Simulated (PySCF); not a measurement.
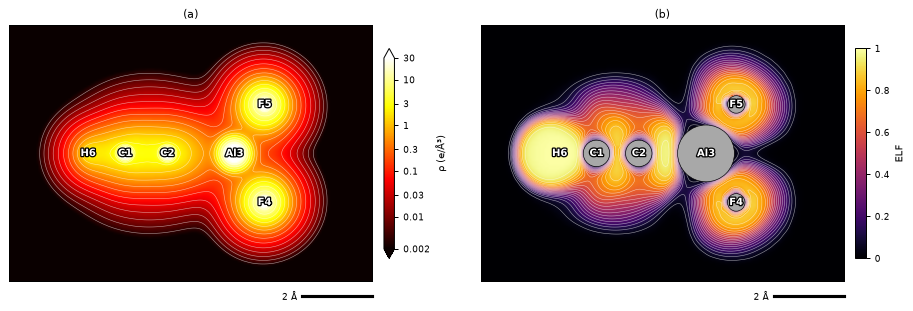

The picture shows: C$_{2}$HAlF$_{2}$ (SMILES C#[C][Al]([F])[F]). (a) total electron density; (b) electron localisation function on the molecular plane. Grey discs cover the atomic cores in the ELF map.

Geometry: GFN2-xTB.

Level of theory: PBE0/pcSseg-1, SCF density, gas phase, non-relativistic (PySCF).

```yaml
atoms:
  - { symbol: C, position_ang: [1.8715, -0.0852, 0.2328] }
  - { symbol: C, position_ang: [0.6684, -0.0341, 0.1568] }
  - { symbol: Al, position_ang: [-1.2452, 0.0561, 0.0510] }
  - { symbol: F, position_ang: [-2.2027, -1.0832, 0.7489] }
  - { symbol: F, position_ang: [-2.0116, 1.2790, -0.7358] }
  - { symbol: H, position_ang: [2.9228, -0.1307, 0.2978] }
```

What does the map show?

Answer. Atoms in the plane: C, Al, F and H. C–C (1.21 Å): ρ is about 2.8 e/Å³ halfway; the ELF peaks at about 0.85 between the atoms: a multiple bond. Al–F (1.64 Å): ρ at the midpoint is about 0.87 e/Å³; the ELF peaks at about 0.85 in the valence shell of F, 0.5 Å from its nucleus, and is about 0.30 at the midpoint. C–Al (1.92 Å): ρ is about 0.72 e/Å³ halfway; the ELF peaks at about 0.95 between the atoms, as expected for a polar covalent bond. C–H (1.05 Å): ρ is about 2.1 e/Å³ halfway; the ELF climbs to about 1 towards the hydrogen, as it does in any bond to H; a covalent bond by its length. The ELF also peaks beside F4 and F5, away from the bonds: lone-pair regions.
